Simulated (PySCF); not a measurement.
Potential energy surface of O3, singlet: map of symmetric stretch and bend. Scanned: O-O bond length and O-O-O angle.

Cartesian coordinates as functions of the variables (Å; names that start with a are angles):
```
O  0  0  0
O  r*sin(a/2)  0  r*cos(a/2)
O  -r*sin(a/2)  0  r*cos(a/2)
```

Level of theory: PySCF with CCSD on RHF/cc-pVDZ, 3 core orbitals frozen.

Energy in kcal/mol above the lowest grid point; x is the O-O bond length (Å), y the O-O-O angle (°).

```
y \ x    1.08   1.14   1.21  1.27  1.33  1.40   1.46   1.52   1.59   1.65   1.71
------  -----  -----  -----  ----  ----  ----  -----  -----  -----  -----  -----
180     177.2  126.3   96.0  86.3  86.1  93.4  103.3  114.6  127.8  138.1  146.8
171.36  169.7  119.4   89.6  79.9  79.6  86.3   95.4  105.7      —      —      —
162.73  150.6  102.0   73.6  64.7  64.8  72.0   81.7   92.8  106.3  117.3  127.7
154.09  126.2   80.1   53.9  46.7  48.3  57.2   68.3   81.1   96.3  108.6  119.8
145.45  102.3   58.6   35.0  29.6  32.9  43.7   56.5   70.9   87.7  101.1  113.0
136.82   82.8   40.8   19.1  15.3  20.2  32.6   46.7   62.4   80.6   94.9  107.4
128.18   70.4   28.8    8.0   5.1  10.8  24.2   39.2   55.8   75.2   90.1  103.1
119.55   67.8   24.9    3.2   0.0   5.7  19.3   34.6   51.7   71.7   87.0  100.2
110.91   78.3   31.5    6.7   1.7   6.1  18.8   33.5   50.4   70.5   85.7   98.8
102.27  106.6   52.7   21.6  12.6  14.0  24.1   37.2   53.0   72.2   86.9   99.5
93.64   159.7   94.3   52.8  36.8  32.8  37.9   47.9   61.3   78.3   91.5  102.8
85      249.3  166.5  108.7  81.5  68.4  65.2   69.7   78.5   91.3  101.5  110.6
```

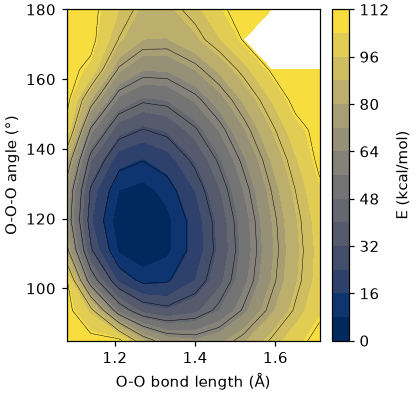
Fig. 1. Energy surface, cut off at 108 kcal/mol.

Points that lie below all their neighbours on the grid (none is named beside a point without a result): x = 1.27, y = 119.55 (0.0 kcal/mol).

A dash means that the run gave no value there, or that the column was ended at a point which the program doubted or which failed a test of continuity chosen for this set; such a test can also cut sound points.
